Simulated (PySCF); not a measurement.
AlH10NSi2, SMILES `[AlH3-][NH+]([SiH3])[SiH3]`.

Method: ωB97X/def2-SVPD; geometry: GFN2-xTB; program: PySCF. No frequency check shows the geometry to be a minimum.

Input

```python
import numpy as np
from pyscf import gto, scf, dft
from pyscf.scf import atom_ks, atom_hf
from scipy.linalg import block_diag

def solve(mol, dm0=None, hcore=None):
    mf = (dft.UKS if mol.spin else dft.RKS)(mol, xc='wb97x')
    mf.grids.level = 3
    mf = mf.density_fit(auxbasis='def2-universal-jkfit')
    mf.conv_tol, mf.max_cycle = 1e-8, 80
    if hcore is not None:
        mf.get_hcore = lambda *args: hcore
    mf.kernel(dm0)
    if not mf.converged:
        mf = mf.newton().run(mf.mo_coeff, mf.mo_occ, max_cycle=30)
    assert mf.converged, 'SCF not converged'
    return mf

mol = gto.M(atom='''
Al     1.89507     0.03268    -0.07682
N     -0.10057    -0.00149     0.42350
Si    -0.83091    -1.54774    -0.07087
Si    -0.88412     1.51813    -0.07110
H      2.36094    -1.29747     0.62735
H      1.77560     0.02810    -1.64709
H      2.31449     1.37889     0.62716
H      0.00723     0.00079     1.43443
H     -0.06879    -2.60877     0.57266
H     -0.81782    -1.56541    -1.52617
H     -2.20549    -1.51540     0.44389
H     -0.87165     1.53603    -1.52639
H     -0.15929     2.60507     0.57228
H     -2.25676     1.43819     0.44368
''', basis='def2-svpd', charge=0, spin=0, verbose=4)
mf = solve(mol)
out = dict(e0=mf.e_tot, dm0=mf.make_rdm1(), c=mf.mo_coeff, occ=mf.mo_occ, eps=mf.mo_energy)
for name, dq, spin in [('cation', 1, 1), ('anion', -1, 1)]:
    ion = mol.copy().set(charge=mol.charge + dq, spin=spin).build()
    mi = solve(ion)
    if spin and dq > 0 and mol.nao < 130:
        c, _, stable, _ = mi.stability(return_status=True)
        if not stable:
            mi = solve(ion, mi.make_rdm1(c, mi.mo_occ))
    print(name, 'vertical energy change / eV', (mi.e_tot - mf.e_tot) * 27.211386)
    out.update({'e_' + name: mi.e_tot, 'dm_' + name: mi.make_rdm1(), 's2_' + name: mi.spin_square()[0], 'eps_' + name: mi.mo_energy, 'occ_' + name: mi.mo_occ})
# spherically averaged free atoms, for the promolecule
atm = atom_ks.get_atm_nrks(mol, xc='wb97x')
pro = block_diag(*[(atm[a[0]][2] * atm[a[0]][3]) @ atm[a[0]][2].T for a in mol._atom])
np.savez('result.npz', pro=pro, **out)
```

Launched as:

```sh
OMP_NUM_THREADS=1 python input.py
```

The run took 3.2 min on 1 thread of Intel(R) Xeon(R) Processor @ 2.70GHz, with other jobs on the host, peak memory 0.98 GiB.

Partitions, critical points and surface values were worked out afterwards from this run's density.

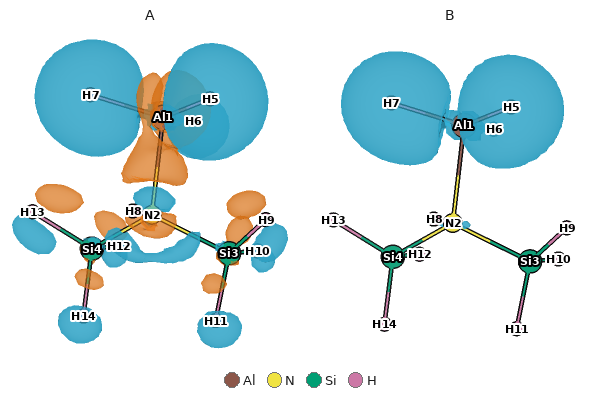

The Fukui function f⁻ from two separate SCF calculations and the density of the HOMO, at ±0.015 e/Å³ (light blue positive, orange negative).

Which panel is which, and how good is the frozen-orbital picture?

Answer. A is f⁻ (it has negative regions), B the HOMO density. The HOMO lies on Al1 (32 %) and H5 and H7 (30 % each); f⁻ (Hirshfeld-condensed) is largest on H5 and H7 (0.26 each) and Al1 (0.25); the vertical ionisation energy is 10.01 eV (the stability of the cation's solution wasn't checked). Relaxation shifts 18 % of the electron between atoms. The orbital energy is −9.95 eV.
